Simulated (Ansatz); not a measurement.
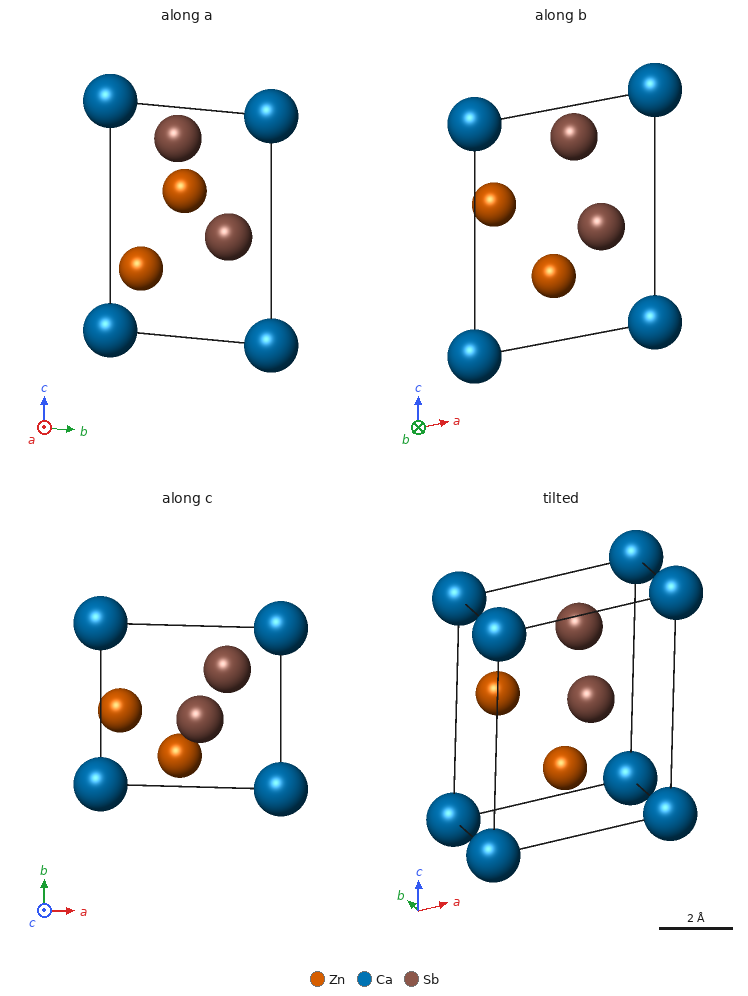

Crystal structure, spheres-only style, seen along the a axis, along the b axis, along the c axis and slightly off an axis. One simulation cell is outlined, and atoms on its boundary appear in each equivalent place.

Lattice parameters: a = 5.0490 Å, b = 4.4492 Å, c = 6.4183 Å, α = 95.807°, β = 79.060°, γ = 92.662°.

> Convert the drawing into a CIF in P1 with every atom of the cell, with free fractional coordinates to two decimals.

```cif
data_structure
_symmetry_space_group_name_H-M 'P 1'
_symmetry_Int_Tables_number 1
_cell_length_a 5.0490
_cell_length_b 4.4492
_cell_length_c 6.4183
_cell_angle_alpha 95.807
_cell_angle_beta 79.060
_cell_angle_gamma 92.662
_cell_volume 140.78
loop_
_atom_site_label
_atom_site_type_symbol
_atom_site_fract_x
_atom_site_fract_y
_atom_site_fract_z
_atom_site_occupancy
Zn1 Zn 0.11 0.46 0.64 1
Zn2 Zn 0.44 0.19 0.28 1
Ca1 Ca 0.00 0.00 0.00 1
Sb1 Sb 0.55 0.42 0.86 1
Sb2 Sb 0.70 0.74 0.46 1
```

The picture shows a made-up disordered cell; the geometry isn't optimised. Ansatz was used for an electronic-structure calculation on it.
